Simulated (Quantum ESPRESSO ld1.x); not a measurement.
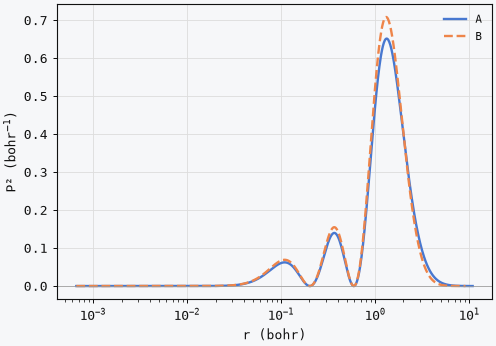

Two charge states of osmium were computed: Os in [Xe] 4f14 5d6 6s2; Os⁻ in [Xe] 4f14 5d7 6s2. Method: scalar-relativistic Kohn-Sham, Slater X-alpha with alpha = 1, spin-unpolarised, spherical densities, point nucleus; computed with Quantum ESPRESSO ld1.x 7.5.

The plot shows P² of the 5d orbital in both runs (large components where relativistic).

Which curve belongs to which run?

A is Os⁻ in [Xe] 4f14 5d7 6s2 (⟨r⟩ = 1.82 bohr, eigenvalue −0.355 eV); B is Os in [Xe] 4f14 5d6 6s2 (⟨r⟩ = 1.69 bohr, eigenvalue −9.43 eV). Fewer electrons screen less, so the orbital shrinks.
